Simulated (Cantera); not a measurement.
Charge: 1 mol Si, 0.63 mol CO2, 790 mol H2, 0.013 mol H2O, at 100 Torr.

Equilibrium computed with Cantera from the NASA thermochemical tables; the gas is ideal and each condensed phase is pure. Candidate condensed phases: C, C6H6, C7H8, C8H18, H2O, Si, SiC, SiO2; 123 gas species. Mutual solubility and eutectic melting of coexisting phases are not modelled. The tables hold silica as quartz up to 1696 K and as liquid above; real silica turns to tridymite and cristobalite and melts near 1996 K. Kinetics and transport are ignored.

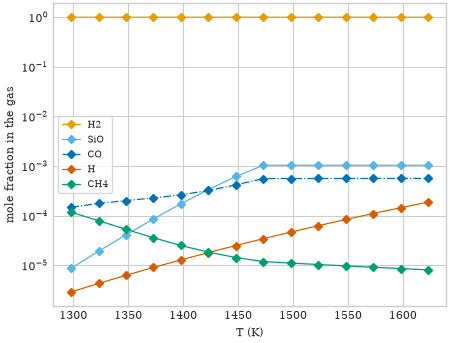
*Equilibrium gas composition (values under 1e-9 drawn at 1e-9)*

Q: Read off the mole fractions at 1448 K.

A: H2 about 1.00, SiO about 0.00062, CO about 0.00042, H about 2.5e-5, CH4 about 1.4e-5.
